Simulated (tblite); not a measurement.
## C₄H₁₃GeP: nudged elastic band

- system: C₄H₁₃GeP, SMILES C[C](C)(C)[GeH2][PH2]
- method: GFN2-xTB climbing-image nudged elastic band, gas phase (tblite 0.8.0)

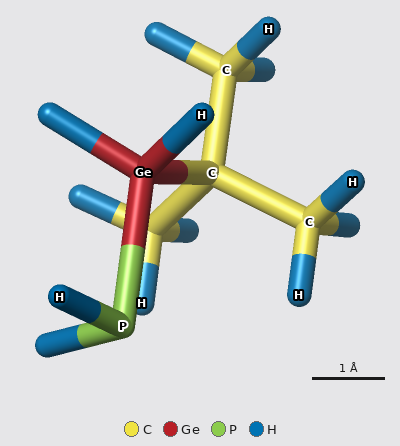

**Figure 1.** The input geometry (stick view, seen at a tilt). Sticks mark near contacts.

Input
```
{"job": {"kind": "neb", "xc": "GFN2-xTB", "basis": "xTB", "atoms": [2, 1, 4, 5], "turn": 120}, "charge": 0, "multiplicity": 1}
C     -1.048719     0.972244    -0.944349
C     -0.561679    -0.069723     0.054380
C     -0.418340    -1.419264    -0.638342
C     -1.545205    -0.184106     1.211732
Ge     1.244525     0.514553     0.743501
P      2.758507     0.741523    -0.984860
H     -0.336987     1.076369    -1.764138
H     -1.157198     1.942549    -0.460694
H     -2.014287     0.687833    -1.362499
H     -0.035370    -2.168250     0.054939
H      0.269650    -1.344501    -1.481167
H     -1.380927    -1.764263    -1.015892
H     -2.525236    -0.495569     0.849206
H     -1.654666     0.774350     1.717138
H     -1.199348    -0.917156     1.939186
H      1.710069    -0.421840     1.851584
H      1.107981     1.852647     1.447085
H      3.838411     0.861003    -0.121854
H      2.939017    -0.629149    -1.102420
```

The first line tells a small driver script what to run in tblite; the rest is the geometry in Å.

Launch command:
```bash
OMP_NUM_THREADS=1 python <driver script> task.json out
```

Log
```
image   E - E0 / eV
  0       0.0000
  1       0.0065
  2       0.0191
  3       0.0345
  4       0.0436
  5       0.0376
  6       0.0217
  7       0.0085
  8      -0.0001
```

Results in brief

| quantity | value |
| --- | --- |
| outcome | converged |
| forward barrier | 0.044 eV |
| hardware | 1 CPU thread, shared host |
| wall time | 2.4 s |
| peak memory | 0.18 GiB |
